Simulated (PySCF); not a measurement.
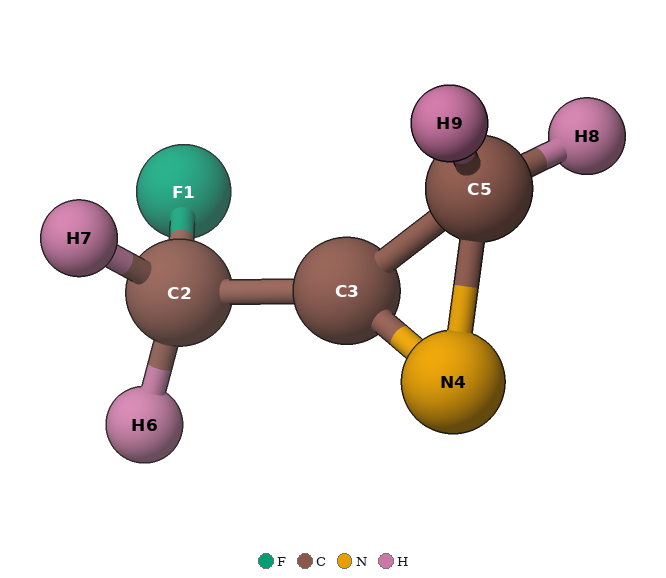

Geometry: a distorted geometry made from a computed GFN2-xTB structure, not a minimum. Level of theory: B3LYP/pcJ-1 indirect spin-spin coupling, non-relativistic, gas phase (PySCF 2.14.0). Isotopes: 13C, 19F, 1H, 15N.

Give the spin–spin coupling constants of these pairs, with the number of bonds between them: F1/C2, C2/H7, C2/C3, C3/C5, C5/H8, C2/C5, C2/N4, N4/H8, C2/H9, N4/H7.

```json
{"pair": "F1, C2", "bonds apart": "1", "J (Hz)": "−225.7"}
{"pair": "C2, H7", "bonds apart": "1", "J (Hz)": "157.0"}
{"pair": "C2, C3", "bonds apart": "1", "J (Hz)": "74.6"}
{"pair": "C3, C5", "bonds apart": "1", "J (Hz)": "27.9"}
{"pair": "C5, H8", "bonds apart": "1", "J (Hz)": "190.0"}
{"pair": "C2, C5", "bonds apart": "2", "J (Hz)": "1.0"}
{"pair": "C2, N4", "bonds apart": "2", "J (Hz)": "−3.8"}
{"pair": "N4, H8", "bonds apart": "2", "J (Hz)": "−3.2"}
{"pair": "C2, H9", "bonds apart": "3", "J (Hz)": "−1.0"}
{"pair": "N4, H7", "bonds apart": "3", "J (Hz)": "−2.5"}
```

Density functionals are unreliable for couplings to fluorine, so those rows may be far off.
